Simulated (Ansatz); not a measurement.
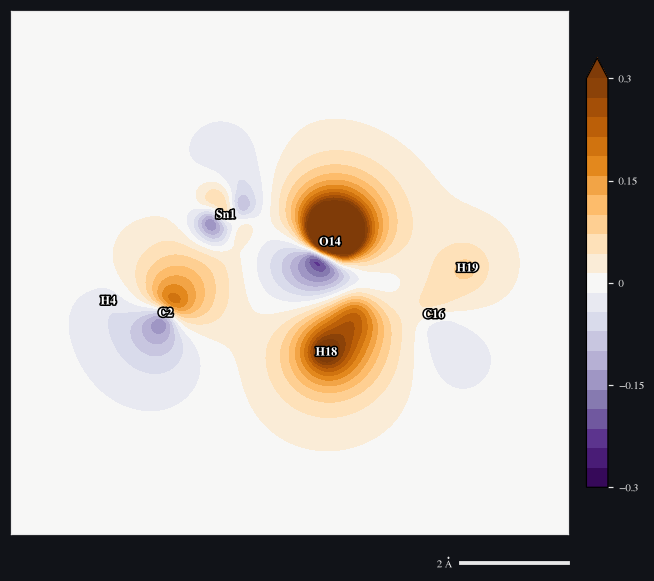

Figure. C₆H₁₆OSn (SnMe3(OiPr)). The HOMO on the plane of atoms Sn1, C2 and H4 (values in Å⁻³ᐟ²; the overall sign is arbitrary).

Geometry: r2SCAN-D4/def2-SVP; core potentials replace the inner electrons of Sn.

Method: RKS PBE0-D4/def2-TZVP (Ansatz 0.2.0).

```yaml
atoms:
  - { symbol: Sn, position_ang: [0.9867, 0.8420, -0.0137] }
  - { symbol: C, position_ang: [0.9744, 0.8291, 2.1453] }
  - { symbol: H, position_ang: [-0.0556, 0.8874, 2.5270] }
  - { symbol: H, position_ang: [1.5421, 1.6903, 2.5289] }
  - { symbol: H, position_ang: [1.4405, -0.0958, 2.5157] }
  - { symbol: C, position_ang: [2.9438, 0.6267, -0.8713] }
  - { symbol: H, position_ang: [3.5422, 1.5385, -0.7241] }
  - { symbol: H, position_ang: [2.8445, 0.4337, -1.9500] }
  - { symbol: H, position_ang: [3.4618, -0.2242, -0.4053] }
  - { symbol: C, position_ang: [-0.0939, 2.5083, -0.8618] }
  - { symbol: H, position_ang: [-0.4754, 2.2171, -1.8518] }
  - { symbol: H, position_ang: [0.5714, 3.3772, -0.9784] }
  - { symbol: H, position_ang: [-0.9428, 2.7911, -0.2226] }
  - { symbol: O, position_ang: [0.0952, -0.8607, -0.6134] }
  - { symbol: C, position_ang: [-0.9957, -1.4153, 0.0914] }
  - { symbol: C, position_ang: [-1.2606, -2.7947, -0.4965] }
  - { symbol: C, position_ang: [-2.2327, -0.5216, 0.0114] }
  - { symbol: H, position_ang: [-0.7384, -1.5464, 1.1693] }
  - { symbol: H, position_ang: [-1.5275, -2.6987, -1.5617] }
  - { symbol: H, position_ang: [-2.0815, -3.3076, 0.0302] }
  - { symbol: H, position_ang: [-0.3534, -3.4139, -0.4283] }
  - { symbol: H, position_ang: [-2.0461, 0.4619, 0.4762] }
  - { symbol: H, position_ang: [-2.5032, -0.3510, -1.0440] }
  - { symbol: H, position_ang: [-3.0957, -0.9734, 0.5275] }
```

> Where does this orbital lie, and at what energy?

It lies mainly on O14 (about 55 %), C15 (about 10 %), C10 (about 5 %), C17 (about 5 %) and Sn1 (about 5 %). Its energy is −6.94 eV.
